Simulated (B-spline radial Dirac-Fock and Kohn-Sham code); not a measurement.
**Lu⁵⁺: core levels and X-ray properties**

Wanted for Lu⁵⁺: how cheaper methods do for the levels.

Method: a free atom or ion on a radial basis; each step names its model; computed with B-spline radial Dirac-Fock and Kohn-Sham code, version 2.

**1. The system**

Lu⁵⁺ in the configuration [Xe] 4f12.

```
nuclear charge     : 71
electrons          : 66
mass number        : 175
nuclear rms radius : 5.37 fm
```

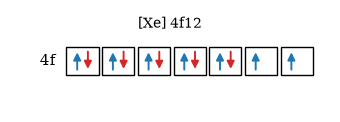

The shells outside the core; arrows follow Hund's rule for the drawing alone (heavy ions are jj-coupled), while the calculation averages over the configuration.

**2. Dirac LDA, for comparison**

Model: Dirac-Kohn-Sham LDA (Slater exchange, VWN correlation), finite nucleus, spherical and without spin polarisation.

Recorded inputs:

```ini
task = binding-ladder
Z = 71
charge = 5
configuration = 1s2 2s2 2p6 3s2 3p6 3d10 4s2 4p6 4d10 4f12 5s2 5p6
mass_number = 175
rms_radius = 5.37  # fm
method = lda,vwn
relativity = dirac
```

Main fields of the result record, rounded:

```text
status: converged
shells: ["K", "L1", "L2", "L3", "M1", "M2", "M3", "M4", "M5", "N1", "N2", "N3", "N4", "N5", "N6,7", "O1", "O2", "O3"]
minus_eigenvalue [eV]: [63161.8, 10808.9, 10325.3, 9209.22, 2508.13, 2293.29, 2055.36, 1688.57, 1636.59, 558.317, 470.694, 415.903, 271.218, 261.134, 81.5048, 125.134, 98.9383, 90.45]
delta_scf [eV]: [63688.2, 10906.6, 10450.0, 9318.2, 2537.99, 2325.16, 2084.69, 1723.37, 1670.45, 573.234, 485.511, 430.255, 285.264, 275.038, 94.2028, 134.43, 107.671, 98.7437]
total_energy [Ha]: -14564.5881
dirac_fock_binding [eV]: [63396.2, 10965.6, 10437.7, 9333.02, 2589.02, 2357.49, 2118.69, 1730.66, 1679.69, 600.988, 505.842, 451.197, 294.06, 284.045, 90.4346, 137.052, 105.568, 97.0653]
```

Against the Dirac-Fock value with Breit and QED (eV):

| level | -ε | miss | ΔSCF | miss | Dirac-Fock |
| --- | --- | --- | --- | --- | --- |
| K | 63161.8 | -234.4 | 63688.2 | +292.0 | 63396.2 |
| L1 | 10808.9 | -156.8 | 10906.6 | -59.1 | 10965.6 |
| L2 | 10325.3 | -112.4 | 10450.0 | +12.3 | 10437.7 |
| L3 | 9209.2 | -123.8 | 9318.2 | -14.8 | 9333.0 |
| M1 | 2508.1 | -80.9 | 2538.0 | -51.0 | 2589.0 |
| M2 | 2293.3 | -64.2 | 2325.2 | -32.3 | 2357.5 |
| M3 | 2055.4 | -63.3 | 2084.7 | -34.0 | 2118.7 |
| M4 | 1688.6 | -42.1 | 1723.4 | -7.3 | 1730.7 |
| M5 | 1636.6 | -43.1 | 1670.4 | -9.2 | 1679.7 |
| N1 | 558.3 | -42.7 | 573.2 | -27.8 | 601.0 |
| N2 | 470.7 | -35.1 | 485.5 | -20.3 | 505.8 |
| N3 | 415.9 | -35.3 | 430.3 | -20.9 | 451.2 |
| N4 | 271.2 | -22.8 | 285.3 | -8.8 | 294.1 |
| N5 | 261.1 | -22.9 | 275.0 | -9.0 | 284.0 |
| N6,7 | 81.50 | -8.9 | 94.20 | +3.8 | 90.43 |
| O1 | 125.1 | -11.9 | 134.4 | -2.6 | 137.1 |
| O2 | 98.94 | -6.6 | 107.7 | +2.1 | 105.6 |
| O3 | 90.45 | -6.6 | 98.74 | +1.7 | 97.07 |

**3. non-relativistic HF, for comparison**

Model: non-relativistic Hartree-Fock, average of configuration, point nucleus.

Recorded inputs:

```ini
task = binding-ladder
method = hf
relativity = nr
```

Main fields of the result record, rounded:

```text
status: converged
shells: ["1s", "2s", "2p", "3s", "3p", "3d", "4s", "4p", "4d", "4f", "5s", "5p"]
minus_eigenvalue [eV]: [59062.7, 9807.54, 9369.6, 2318.01, 2116.31, 1745.2, 537.658, 453.11, 300.034, 104.569, 126.058, 97.8124]
delta_scf [eV]: [58988.3, 9763.16, 9321.7, 2294.21, 2091.73, 1718.19, 529.572, 445.269, 292.589, 98.2913, 125.232, 97.0918]
total_energy [Ha]: -13846.0531
```

**4. Cost and miss of the cheaper method**

| method | level | eigenvalue miss (%) | ΔSCF miss (%) | time |
| --- | --- | --- | --- | --- |
| Dirac LDA | K | -0.37 | +0.46 | 9.6 s |

Times cover the ground state and all hole states of a step, on one thread of a shared host; states solved in an earlier step are reused, and a first call can include compiling.

**5. Outcome**

| quantity | value |
| --- | --- |
| Dirac LDA, K: eigenvalue / ΔSCF | 63161.8 / 63688.2 eV |
| non-relativistic HF: deepest eigenvalue | -59062.7 eV |

**Reading.** Dirac LDA misses the K level by -0.4 % with its eigenvalue and by +0.5 % with ΔSCF. Breit and QED terms, which only the reference holds, shift this level by tenths of a per cent, so the eigenvalue's nearness can be cancellation. The Hartree-Fock and Dirac-Fock values hold no electron correlation.
